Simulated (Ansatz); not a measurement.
**AlBH (quartet): one geometry, many settings at distance B1–H3 = 1.306 Å**

Aim: run AlBH (quartet) at one geometry under a spread of methods and options, and see what each costs and gives.

Method: the settings change from run to run; program: Ansatz 0.2.0, Gaussian basis.

21 further runs of the same task are left out: 1 for a mislabelled method, 10 that didn't finish, 10 set aside as unsound or not needed.

## Step 1: The system

The geometry derives from a PBE0/def2-TZVP stationary point (not a proven minimum). One bond is set to the value named and the two fragments are kept rigid.

3 atoms, charge 0, spin multiplicity 4.

Atoms are counted from 1 here; the program's logs count them from 0.

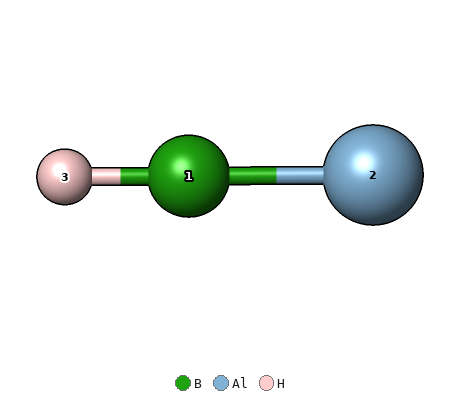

The geometry (boron green, aluminium light blue, hydrogen pink); atoms are numbered from 1 in the order of the file.

## Step 2: HF/6-31++G**

Input file in.yaml:

```yaml
crystal:
  periodic: [false, false, false]
  atoms:
    - {symbol: B, position_ang: [0.000000, 0.000000, 0.211600]}
    - {symbol: Al, position_ang: [0.000000, 0.000000, -1.729200]}
    - {symbol: H, position_ang: [0.000000, 0.000000, 1.517600]}
basis:
  gaussian: {orbitals: "6-31++G**"}
magnetization: {spin_polarized: false, initial_magnetization: 3}
hamiltonian: {xc: hf}
accuracy: high
output: {orbitals: {seedname: orbitals}}
```

Command:

```console
$ ansatz run in.yaml --threads 1 --pin off --events-out ev --progress --plain --max-ram 2393MiB
```

Log:

```text
Functional definition: HF
  name "HF"
  cite "Fock, Z. Phys. 61, 126 (1930) doi:10.1007/BF01340294"
  parent pbe
  exchange = exact_x
  correlation = 0
800 factors; integrals over basis functions are off by at most 3.9e-9 eV
mean field evaluation 1: about -7265.1679 eV, gradient 1.0e1 eV
mean field evaluation 2: about -7265.2046 eV, gradient 1.0e1 eV
mean field evaluation 4: about -7266.3917 eV, gradient 2.8e0 eV
mean field evaluation 8: about -7266.5159 eV, gradient 5.6e-1 eV
mean field evaluation 16: about -7266.5423 eV, gradient 2.0e-5 eV
mean field evaluation 32: about -7266.5384 eV, gradient 1.8e-1 eV
mean field -7266.54225254 eV, -267.0405023417 hartree, gradient 2.8e-8 eV, S^2 3.750000; 0 other end points of the search recorded, 0 dependent functions left out
reference -7266.54225254 eV, -267.0405023417 hartree; 11, 8 occupied and 37, 40 virtual orbitals, 800 factors
Total energy: -7266.54225254 eV, -267.0405023417 hartree
```

Run time: 0.66 s. Hardware: 1 thread of Arm Neoverse V1, shared host.

## Step 3: BCCD(T) on UHF/def2-SVP

Input file in.yaml:

```yaml
crystal:
  periodic: [false, false, false]
  atoms:
    - {symbol: B, position_ang: [0.000000, 0.000000, 0.211600]}
    - {symbol: Al, position_ang: [0.000000, 0.000000, -1.729200]}
    - {symbol: H, position_ang: [0.000000, 0.000000, 1.517600]}
basis:
  gaussian: {orbitals: def2-SVP}
magnetization: {spin_polarized: true, initial_magnetization: 3}
correlation: {method: bccd_t, electrons: outside_noble_gas}
scf: {omitted_lower_state_checks: [cluster_reference]}
```

Launched as before.

Log, cut to the lines that bear on the results:

```text
Functional definition: HF
  name "HF"
  cite "Fock, Z. Phys. 61, 126 (1930) doi:10.1007/BF01340294"
  parent pbe
[...]
357 factors; integrals over basis functions are off by at most 7.4e-4 eV
[...]
mean field -7264.25134160 eV, -266.9563129173 hartree, gradient 3.1e-6 eV, S^2 3.760558; 4 other end points of the search recorded, 0 dependent functions left out
6 core orbitals not correlated: weight in the atoms' cores, before any rotation towards them, 1.000 or more for the frozen orbitals, at most 0.000 for the correlated occupied ones
reference -7264.25134160 eV, -266.9563129173 hartree; 5, 2 occupied and 26, 29 virtual orbitals, 357 factors
second order -2.75218504 eV of doubles, -0.00000000 eV of singles
cycle   1  -3.20499408 eV  change   -4.5e-1 eV  update   6.7e-2
[...]
cycle  12  -3.40011383 eV  change   -1.7e-7 eV  update   4.0e-6
perturbative correction -0.16066126 eV, -0.0059041923 hartree
Total energy: -7267.81211668 eV, -267.0871689880 hartree
Checks for a lower state left out: cluster_reference
```

Run time: 0.78 s. Hardware: 1 thread of Arm Neoverse V1, shared host.

From the report: ⟨S²⟩ of the determinant 3.761 (pure quartet: 3.75); correlation -3.5608 eV; largest double amplitude 0.09.

## Step 4: CASCI(3,6)/6-31G

Input file in.yaml:

```yaml
crystal:
  periodic: [false, false, false]
  atoms:
    - {symbol: B, position_ang: [0.000000, 0.000000, 0.211600]}
    - {symbol: Al, position_ang: [0.000000, 0.000000, -1.729200]}
    - {symbol: H, position_ang: [0.000000, 0.000000, 1.517600]}
basis:
  gaussian: {orbitals: 6-31G}
magnetization: {spin_polarized: false, initial_magnetization: 3}
correlation: {active_space: {window: {electrons: 3, orbitals: 6}, fixed_orbitals: true, states: [{multiplicity: 4, weights: [1, 1, 0.5]}], root: 1}}
scf: {lower_state_search: off}
```

Same command.

Log, cut to the lines that bear on the results:

```text
Functional definition: HF
  name "HF"
  cite "Fock, Z. Phys. 61, 126 (1930) doi:10.1007/BF01340294"
  parent pbe
[...]
491 factors; integrals over basis functions are off by at most 1.6e-7 eV
[...]
mean field -7266.05027591 eV, -267.0224225339 hartree, gradient 1.2e-6 eV, S^2 3.750000; 0 other end points of the search recorded, 0 dependent functions left out
reference -7266.05027591 eV, -267.0224225339 hartree; 11, 8 occupied and 13, 16 virtual orbitals, 491 factors
state -7266.27758162 eV, -267.0307758647 hartree
state -7263.19065792 eV, -266.9173335112 hartree
state -7263.19065792 eV, -266.9173335112 hartree
Total energy: -7263.19065792 eV, -266.9173335112 hartree
Checks for a lower state left out: stability, starts, cluster_reference, orbital_swaps, neighbouring_geometries, increment
```

It took 0.21 s on 1 thread of Arm Neoverse V1, shared host.

From the report: 8 determinants; active occupations (of the averaged states) 1.00, 0.69, 0.69, 0.31, 0.31, 0.00.

## Step 5: NEVPT4(SD)(7,5)/6-31G

Input file in.yaml:

```yaml
crystal:
  periodic: [false, false, false]
  atoms:
    - {symbol: B, position_ang: [0.000000, 0.000000, 0.211600]}
    - {symbol: Al, position_ang: [0.000000, 0.000000, -1.729200]}
    - {symbol: H, position_ang: [0.000000, 0.000000, 1.517600]}
basis:
  gaussian: {orbitals: 6-31G, point_charges: [{charge: 1.00, position_ang: [4.468, -0.127, -0.307]}]}
magnetization: {spin_polarized: false, initial_magnetization: 3}
correlation: {method: fic_nevpt4_sd, electrons: outside_noble_gas, active_space: {window: {electrons: 7, orbitals: 5}, states: [{multiplicity: 4, weights: [1, 1, 0.5]}], root: 0}}
accuracy: high
scf: {lower_state_search: full}
```

Launched as before.

Log, cut to the lines that bear on the results:

```text
Functional definition: HF
  name "HF"
  cite "Fock, Z. Phys. 61, 126 (1930) doi:10.1007/BF01340294"
  parent pbe
[...]
518 factors; integrals over basis functions are off by at most 3.9e-9 eV
[...]
mean field -7266.17573319 eV, -267.0270330039 hartree, gradient 3.5e-8 eV, S^2 3.750000; 9 other end points of the search recorded, 0 dependent functions left out
reference -7266.17573319 eV, -267.0270330039 hartree; 11, 8 occupied and 13, 16 virtual orbitals, 518 factors
state -7266.12833086 eV, -267.0252910003 hartree
state -7260.60955832 eV, -266.8224798503 hartree
state -7260.33541359 eV, -266.8124052174 hartree
state -7266.12833086 eV, -267.0252910003 hartree; corrected -7268.44990254 eV, -267.1106071861 hartree
state -7260.60955832 eV, -266.8224798503 hartree; corrected -7263.60569296 eV, -266.9325857677 hartree
state -7260.33541359 eV, -266.8124052174 hartree; corrected -7263.27910681 eV, -266.9205839479 hartree
Total energy: -7268.44990254 eV, -267.1106071861 hartree
```

It took 0.72 s on 1 thread of Arm Neoverse V1, shared host.

From the report: 10 determinants; active occupations (of the averaged states) 2.00, 1.40, 1.40, 1.20, 1.00.

## Step 6: CCSD(T)/6-31G*

Input file in.yaml:

```yaml
crystal:
  periodic: [false, false, false]
  atoms:
    - {symbol: B, position_ang: [0.000000, 0.000000, 0.211600]}
    - {symbol: Al, position_ang: [0.000000, 0.000000, -1.729200]}
    - {symbol: H, position_ang: [0.000000, 0.000000, 1.517600]}
basis:
  gaussian: {orbitals: "6-31G*"}
magnetization: {spin_polarized: false, initial_magnetization: 3}
hamiltonian: {xc: {name: r2SCAN}}
correlation: {method: ccsd_t, electrons: all}
```

The command is unchanged.

Log, cut to the lines that bear on the results:

```text
Functional definition: r2SCAN
  name "r2SCAN"
  cite "Furness, Kaplan, Ning, Perdew & Sun, J. Phys. Chem. Lett. 11, 8208 (2020) doi:10.1021/acs.jpclett.0c02405"
  cite "Furness, Kaplan, Ning, Perdew & Sun, J. Phys. Chem. Lett. 11, 9248 (2020) doi:10.1021/acs.jpclett.0c03077"
  parent r2scan
[...]
336 factors; integrals over basis functions are off by at most 1.2e-3 eV
[...]
mean field -7283.49725600 eV, -267.6635872263 hartree, gradient 3.5e-6 eV, S^2 3.750000; 0 other end points of the search recorded, 0 dependent functions left out
[...]
reference -7266.24094055 eV, -267.0294293300 hartree; 11, 8 occupied and 25, 28 virtual orbitals, 336 factors
second order -3.23626249 eV of doubles, -0.19359647 eV of singles
cycle   1  -3.69429431 eV  change   -2.7e-1 eV  update   5.8e-2
[...]
cycle  10  -3.86190877 eV  change    2.1e-7 eV  update   1.1e-5
perturbative correction -0.17915914 eV, -0.0065839771 hartree
Total energy: -7270.28200845 eV, -267.1779358365 hartree
```

Wall time 3.4 s (1 thread of Arm Neoverse V1, shared host).

From the report: correlation -4.0411 eV; T1 0.011; largest double amplitude 0.09. The orbitals are Kohn-Sham ones, so correlation energy and T1 don't compare with those on Hartree-Fock orbitals.

## Step 7: CCSDT on ROHF/6-31G

Edit in.yaml of step 6 so:

```diff
@@ -7,5 +7,4 @@
 basis:
-  gaussian: {orbitals: "6-31G*"}
+  gaussian: {orbitals: 6-31G}
 magnetization: {spin_polarized: false, initial_magnetization: 3}
-hamiltonian: {xc: {name: r2SCAN}}
-correlation: {method: ccsd_t, electrons: all}
+correlation: {method: ccsdt, electrons: valence, diis_vectors: 1}
```

The command is unchanged.

Log, cut to the lines that bear on the results:

```text
Functional definition: HF
  name "HF"
  cite "Fock, Z. Phys. 61, 126 (1930) doi:10.1007/BF01340294"
  parent pbe
[...]
491 factors; integrals over basis functions are off by at most 1.6e-7 eV
[...]
mean field -7266.05027591 eV, -267.0224225339 hartree, gradient 1.2e-6 eV, S^2 3.750000; 3 other end points of the search recorded, 0 dependent functions left out
determinant -7266.05027591 eV, -267.0224225339 hartree, with singles and doubles -7268.44496058 eV, -267.1104255725 hartree
determinant -7263.71887745 eV, -266.9367452210 hartree, with singles and doubles -7265.51017972 eV, -267.0025743651 hartree
6 core orbitals not correlated: weight in the atoms' cores, before any rotation towards them, 1.000 or more for the frozen orbitals, at most 0.000 for the correlated occupied ones
reference -7266.05027591 eV, -267.0224225339 hartree; 5, 2 occupied and 13, 16 virtual orbitals, 491 factors
second order -1.77228609 eV of doubles, -0.02926693 eV of singles
cycle   1  -2.15622039 eV  change   -3.5e-1 eV  update   7.1e-2
[...]
cycle  32  -2.49373449 eV  change   -2.5e-7 eV  update   3.2e-7
Total energy: -7268.54401040 eV, -267.1140655863 hartree
```

Wall time 1.4 s (1 thread of Arm Neoverse V1, shared host).

From the report: correlation -2.4937 eV; T1 0.037; largest double amplitude 0.11.

## Step 8: MRCISD+Q(7,7)/6-31G

Edit in.yaml of step 7 so:

```diff
@@ -9,2 +9,2 @@
 magnetization: {spin_polarized: false, initial_magnetization: 3}
-correlation: {method: ccsdt, electrons: valence, diis_vectors: 1}
+correlation: {method: fic_mrcisd_q, electrons: valence, active_space: {window: {electrons: 7, orbitals: 7}}}
```

Launched as before.

Log, cut to the lines that bear on the results:

```text
Functional definition: HF
  name "HF"
  cite "Fock, Z. Phys. 61, 126 (1930) doi:10.1007/BF01340294"
  parent pbe
[...]
296 factors; integrals over basis functions are off by at most 2.9e-4 eV
[...]
mean field -7266.05021320 eV, -267.0224202294 hartree, gradient 1.1e-6 eV, S^2 3.750000; 2 other end points of the search recorded, 0 dependent functions left out
reference -7266.05021320 eV, -267.0224202294 hartree; 11, 8 occupied and 13, 16 virtual orbitals, 296 factors
state -7266.92409446 eV, -267.0545347732 hartree
contracted CI cycle   1: correlation 0.00000000 eV, 0.0000000000 hartree, residual 7.11e0 eV
contracted CI cycle   2: correlation -1.38521245 eV, -0.0509056188 hartree, residual 2.07e0 eV
contracted CI cycle   3: correlation -1.49629717 eV, -0.0549879068 hartree, residual 5.68e-1 eV
contracted CI cycle   4: correlation -1.50565658 eV, -0.0553318589 hartree, residual 1.69e-1 eV
[...]
contracted CI cycle   2: correlation -1.47294913 eV, -0.0541298822 hartree, residual 2.01e0 eV
contracted CI cycle   3: correlation -1.57307613 eV, -0.0578094814 hartree, residual 6.33e-1 eV
contracted CI cycle   4: correlation -1.58316551 eV, -0.0581802594 hartree, residual 1.88e-1 eV
contracted CI cycle   5: correlation -1.58404977 eV, -0.0582127555 hartree, residual 4.11e-2 eV
contracted CI cycle   6: correlation -1.58409639 eV, -0.0582144685 hartree, residual 9.86e-3 eV
contracted CI cycle   7: correlation -1.58409879 eV, -0.0582145567 hartree, residual 2.72e-3 eV
contracted CI cycle   8: correlation -1.58409897 eV, -0.0582145635 hartree, residual 7.82e-4 eV
state -7266.88005613 eV, -267.0529163945 hartree; corrected -7268.54296802 eV, -267.1140272793 hartree
state -7266.88005613 eV, -267.0529163945 hartree; corrected -7268.54296802 eV, -267.1140272793 hartree
WARN: the results are in doubt because another end's mean lies 0.044 eV lower, and its corrected mean 0.023 eV higher
Total energy: -7268.54296802 eV, -267.1140272793 hartree
In doubt: another end's mean lies 0.044 eV lower, and its corrected mean 0.023 eV higher
```

It took 1.9 s on 1 thread of Arm Neoverse V1, shared host.

From the report: 112 determinants; active occupations 1.99, 1.96, 1.01, 0.97, 0.97, 0.04, 0.04. Mind the lines of doubt at the end of the log.

## Step 9: CCSD/def2-SVP

Input file in.yaml:

```yaml
crystal:
  periodic: [false, false, false]
  atoms:
    - {symbol: B, position_ang: [0.000000, 0.000000, 0.211600]}
    - {symbol: Al, position_ang: [0.000000, 0.000000, -1.729200]}
    - {symbol: H, position_ang: [0.000000, 0.000000, 1.517600]}
basis:
  gaussian: {orbitals: def2-SVP}
magnetization: {spin_polarized: true, initial_magnetization: 3}
hamiltonian: {xc: {name: B3LYP}}
correlation: {method: ccsd, electrons: outside_noble_gas}
accuracy: high
output: {forces: true}
```

Launched as before.

Log, cut to the lines that bear on the results:

```text
Functional definition: B3LYP
  name "B3LYP"
  cite "Stephens, Devlin, Chabalowski & Frisch, J. Phys. Chem. 98, 11623 (1994) doi:10.1021/j100096a001"
  cite "Becke, Phys. Rev. A 38, 3098 (1988) doi:10.1103/PhysRevA.38.3098"
  cite "Lee, Yang & Parr, Phys. Rev. B 37, 785 (1988) doi:10.1103/PhysRevB.37.785"
  cite "Vosko, Wilk & Nusair, Can. J. Phys. 58, 1200 (1980) doi:10.1139/p80-159"
[...]
664 factors; integrals over basis functions are off by at most 3.6e-9 eV
[...]
mean field -7282.96309284 eV, -267.6439570921 hartree, gradient 3.2e-8 eV, S^2 3.753647; 2 other end points of the search recorded, 0 dependent functions left out
6 core orbitals not correlated: weight in the atoms' cores, before any rotation towards them, 1.000 or more for the frozen orbitals, at most 0.000 for the correlated occupied ones
reference -7263.96601972 eV, -266.9458275316 hartree; 5, 2 occupied and 26, 29 virtual orbitals, 664 factors
second order -2.99165814 eV of doubles, -0.13974039 eV of singles
cycle   1  -3.46611072 eV  change   -3.4e-1 eV  update   5.8e-2
[...]
cycle  24  -3.62369408 eV  change  -9.7e-11 eV  update  6.7e-10
[...]
Total energy: -7267.58971380 eV, -267.0789958329 hartree
Atom 0 at     0.000000     0.000000     0.211600 Å, force    -0.000000     0.000000     2.304559 eV/Å
Atom 1 at     0.000000     0.000000    -1.729200 Å, force    -0.000000     0.000000    -0.159205 eV/Å
Atom 2 at     0.000000     0.000000     1.517600 Å, force     0.000000    -0.000000    -2.145354 eV/Å
Dipole moment:     0.000000    -0.000000    -0.382343 e Å
```

Run time: 8.5 s. Hardware: 1 thread of Arm Neoverse V1, shared host.

From the report: ⟨S²⟩ of the determinant 3.754 (pure quartet: 3.75); correlation -3.6237 eV; T1 0.018; largest double amplitude 0.09. The orbitals are Kohn-Sham ones, so correlation energy and T1 don't compare with those on Hartree-Fock orbitals.

## Step 10: CCSDT(Q)/B on ROHF/def2-mTZVP

Input file in.yaml:

```yaml
crystal:
  periodic: [false, false, false]
  atoms:
    - {symbol: B, position_ang: [0.000000, 0.000000, 0.211600]}
    - {symbol: Al, position_ang: [0.000000, 0.000000, -1.729200]}
    - {symbol: H, position_ang: [0.000000, 0.000000, 1.517600]}
basis:
  gaussian: {orbitals: def2-mTZVP}
magnetization: {spin_polarized: false, initial_magnetization: 3}
correlation: {method: ccsdt_q_b, electrons: valence, diis_vectors: 4}
output: {forces: true}
```

Same command.

Log, cut to the lines that bear on the results:

```text
Functional definition: HF
  name "HF"
  cite "Fock, Z. Phys. 61, 126 (1930) doi:10.1007/BF01340294"
  parent pbe
[...]
688 factors; integrals over basis functions are off by at most 1.8e-7 eV
[...]
mean field -7266.99495691 eV, -267.0571389203 hartree, gradient 2.4e-6 eV, S^2 3.750000; 6 other end points of the search recorded, 0 dependent functions left out
[...]
determinant -7266.99495691 eV, -267.0571389203 hartree, with singles and doubles -7270.14657436 eV, -267.1729587255 hartree
determinant -7264.83089284 eV, -266.9776110325 hartree, with singles and doubles -7267.45975088 eV, -267.0742197836 hartree
determinant -7263.54778603 eV, -266.9304577271 hartree, with singles and doubles -7267.07082166 eV, -267.0599268985 hartree
6 core orbitals not correlated: weight in the atoms' cores, before any rotation towards them, 1.000 or more for the frozen orbitals, at most 0.000 for the correlated occupied ones
reference -7266.99495691 eV, -267.0571389203 hartree; 5, 2 occupied and 33, 36 virtual orbitals, 688 factors
second order -2.52210363 eV of doubles, -0.03430815 eV of singles
cycle   1  -2.92435163 eV  change   -3.7e-1 eV  update   7.8e-2
[...]
cycle  19  -3.35156086 eV  change   -1.4e-7 eV  update   3.7e-7
perturbative correction -0.00925637 eV, -0.0003401653 hartree
[...]
Total energy: -7270.35577414 eV, -267.1806466756 hartree
Atom 0 at     0.000000     0.000000     0.211600 Å, force    -0.000000     0.000000     2.412919 eV/Å
Atom 1 at     0.000000     0.000000    -1.729200 Å, force     0.000000     0.000000    -0.198732 eV/Å
Atom 2 at     0.000000     0.000000     1.517600 Å, force     0.000000     0.000000    -2.214187 eV/Å
Dipole moment:    -0.000000    -0.000000    -0.365362 e Å
```

It took 75 s on 1 thread of Arm Neoverse V1, shared host; peak memory 0.9 GiB.

From the report: correlation -3.3608 eV; T1 0.040; largest double amplitude 0.10.

## Step 11: The runs in one table

Where basis and cores are those of an earlier FCI/6-31G run (-7268.5534 eV), and the state is the same kind, the miss against it is given. † marks a result that the program doubts.

| level | correlated | functions | energy (eV) | from FCI (meV) | time |
| --- | --- | --- | --- | --- | --- |
| HF/6-31++G** |  | 48 | -7266.5423 |  | 0.66 s |
| BCCD(T) on UHF/def2-SVP | outside noble gas | 37 | -7267.8121 |  | 0.78 s |
| CASCI(3,6)/6-31G (excited root 1 of an average) |  | 24 | -7263.1907 |  | 0.21 s |
| NEVPT4(SD)(7,5)/6-31G (lowest root of an average, beside a point charge) | outside noble gas | 24 | -7268.4499 |  | 0.72 s |
| CCSD(T)/6-31G* (on r2SCAN orbitals) | all | 36 | -7270.2820 |  | 3.4 s |
| CCSDT on ROHF/6-31G | valence | 24 | -7268.5440 | 9.3 | 1.4 s |
| MRCISD+Q(7,7)/6-31G † | valence | 24 | -7268.5430 |  | 1.9 s |
| CCSD/def2-SVP (on B3LYP orbitals) | outside noble gas | 37 | -7267.5897 |  | 8.5 s |
| CCSDT(Q)/B on ROHF/def2-mTZVP | valence | 44 | -7270.3558 |  | 75 s |

## Step 12: Outcome

| quantity | value |
| --- | --- |
| runs | 9 |
| quickest | CASCI(3,6)/6-31G (excited root 1 of an average), 0.21 s |
| slowest | CCSDT(Q)/B on ROHF/def2-mTZVP, 75 s |

Total energies in different bases, with other cores or another treatment of relativity can't be set against each other. CCSDT(Q)/B on ROHF/def2-mTZVP took 355 times as long as CASCI(3,6)/6-31G (excited root 1 of an average); the jobs differ in more than the method.
